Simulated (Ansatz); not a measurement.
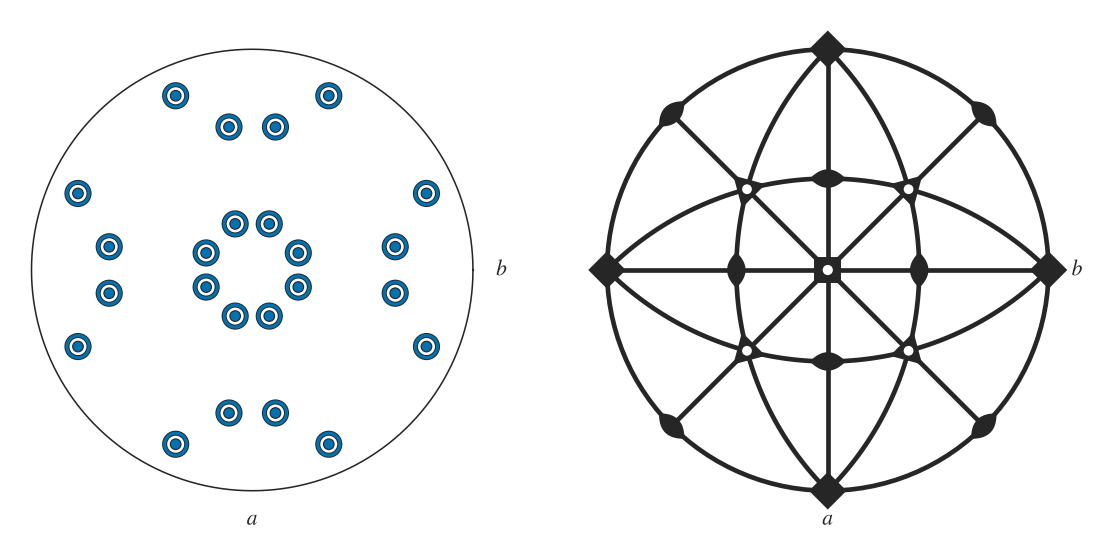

Stereographic projection: filled dots lie in the upper hemisphere, open rings in the lower; heavy lines are mirror planes (a heavy rim: a mirror in the plane of the page); lens, triangle, square and hexagon are 2-, 3-, 4- and 6-fold axes, a lens in an open square is −4, a triangle in an open hexagon −6; thin dashed diameters join the ends of axes that lie in the page; a small open circle marks inversion. The c axis points at the viewer. Left: one general form; right: the symmetry elements. Computed from the symmetry operations of a computed or model structure of composition Si.

Q: Which point group is this?

A: m-3m (Oh), order 48, cubic system: three fourfold axes, four threefold axes, six twofold axes, nine mirror planes, an inversion centre.

Q: Can such a crystal be piezoelectric, pyroelectric or chiral?

A: It is centrosymmetric, so neither piezoelectric nor pyroelectric; it is not chiral.
